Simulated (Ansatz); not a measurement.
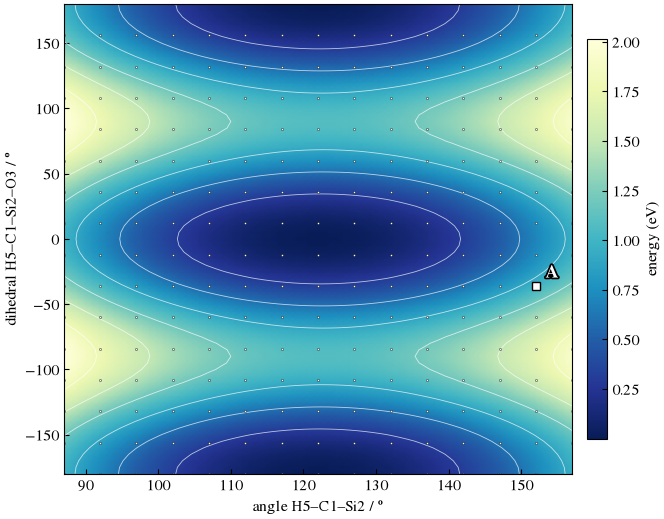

CH₂FOSi, SMILES [CH2-][Si](=O)F, charge −1. First axis: angle H5–C1–Si2. Second axis: dihedral H5–C1–Si2–O3. Nothing is relaxed (all other coordinates rigid). The scan uses a 15 × 15 grid; 120 points were computed and 105 follow by symmetry. Energies: eV, counted from the relaxed molecule at the same level. Level of theory: Ansatz 0.2.0, RHF/def2-SVPD.

In the figure: a smooth colour map with a few white contour lines, dots at the grid points, the point A. Between grid points the surface is interpolated.

Question: Which way does the force act at A, and how strong is it?

Answer: A, at angle H5–C1–Si2 = 152°, dihedral H5–C1–Si2–O3 = −36°, is not a stationary point. The computed force is 0.045 eV for each degree towards smaller values of angle H5–C1–Si2 and 0.015 eV for each degree towards larger values of dihedral H5–C1–Si2–O3.
